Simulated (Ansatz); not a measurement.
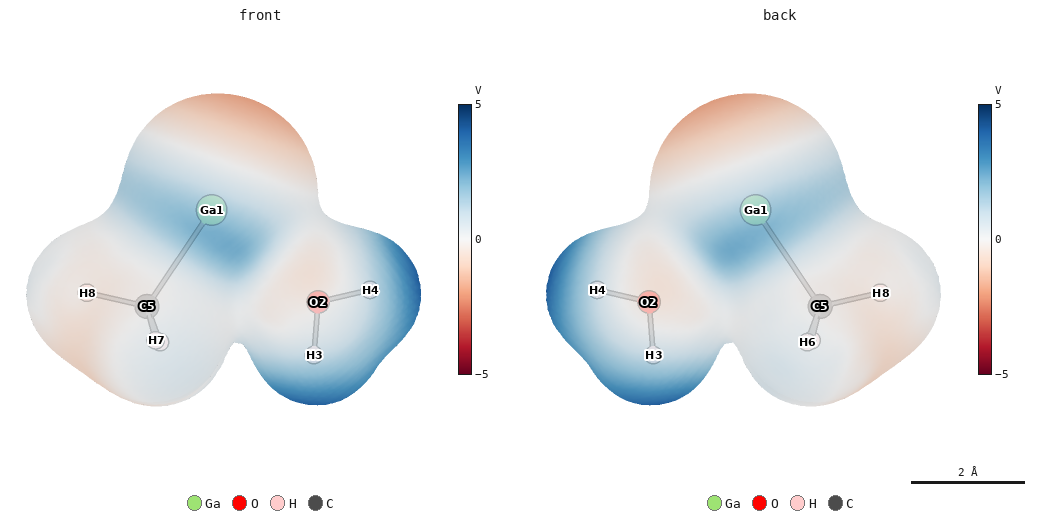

CH3Ga···H2O. The molecular electrostatic potential painted on the density surface at 0.004 e/bohr³, seen from the front and from behind; the colour scale runs from red (negative) to blue (positive).

Theory: RHF/def2-SVP in Ansatz 0.2.0.

Input

```
crystal:
  periodic: [false, false, false]
  atoms:
    - { symbol: Ga, position_ang: [0.228006, -0.444319, -1.349946] }
    - { symbol: O, position_ang: [0.917986, 0.259565, 1.466326] }
    - { symbol: H, position_ang: [0.855141, -0.366089, 2.173811] }
    - { symbol: H, position_ang: [1.703051, -0.001473, 0.961491] }
    - { symbol: C, position_ang: [-1.744058, 0.003058, -1.082441] }
    - { symbol: H, position_ang: [-2.26999, -0.814999, -0.575753] }
    - { symbol: H, position_ang: [-1.854336, 0.897819, -0.459865] }
    - { symbol: H, position_ang: [-2.252201, 0.185039, -2.035922] }
basis:
  gaussian: { orbitals: def2-SVP }
hamiltonian:
  xc: hf
relax:
  f_tol: 0.03
  max_steps: 50
output:
  orbitals: {}
```

Command:

```sh
ansatz run input.yaml --threads 1 --pin off --max-ram 2048MiB --backend cpu --events-out ev --progress --plain --runs-dir out
```

The fields are those of the run's last geometry, not of the input's.

> Describe the electrostatic potential map.

The most negative region (about −1.9 V) lies over O2, the most positive (about +4.0 V) over H3 and H4. O2 is the likeliest acceptor of a hydrogen bond.
